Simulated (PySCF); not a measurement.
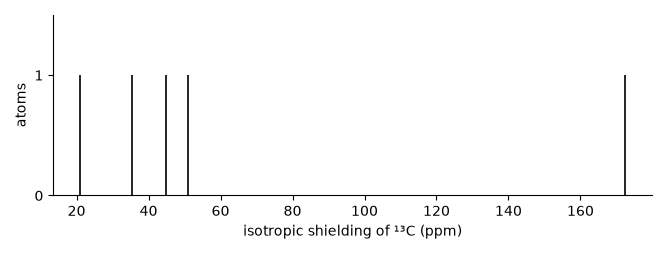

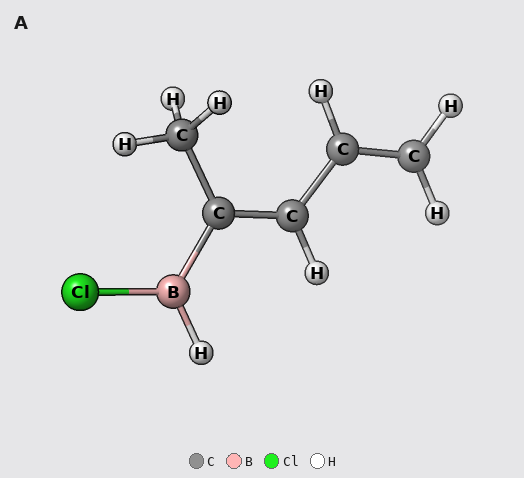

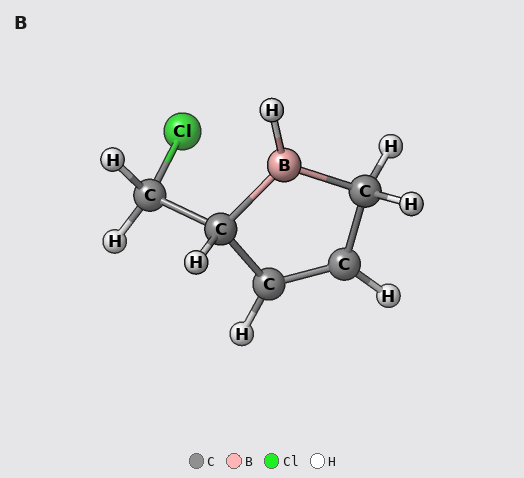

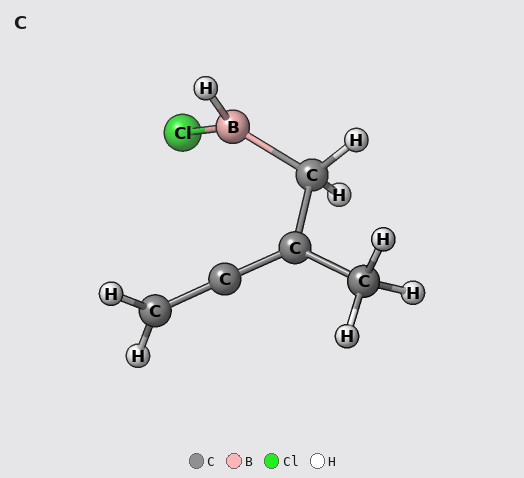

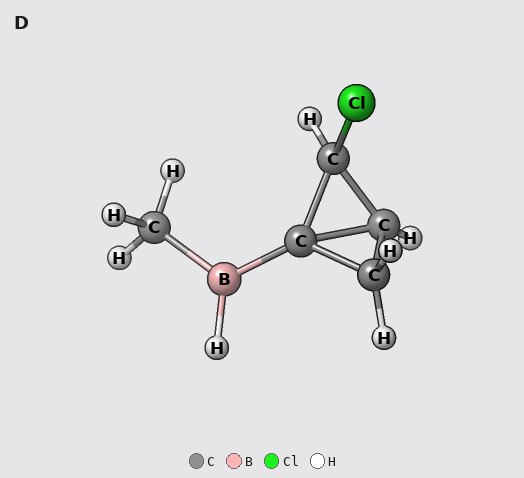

The sticks are computed shieldings of one of the molecules, for one fixed geometry (GFN2-xTB) without averaging over rotations. Low shielding means a high chemical shift. Method: GIAO PBE0/pcSseg-1 NMR shielding, non-relativistic, gas phase (PySCF 2.14.0).

### Match the spectrum to a structure.

A, `C=C/C=C(\C)BCl`. Its 5 C atoms give lines at 21.1, 35.4, 45.0, 50.8, 172.3 ppm.

The geometry is semi-empirical. Around B such bond lengths and angles can be off by a tenth of an ångström or more and by several degrees, and values that hang on the shape move with them.
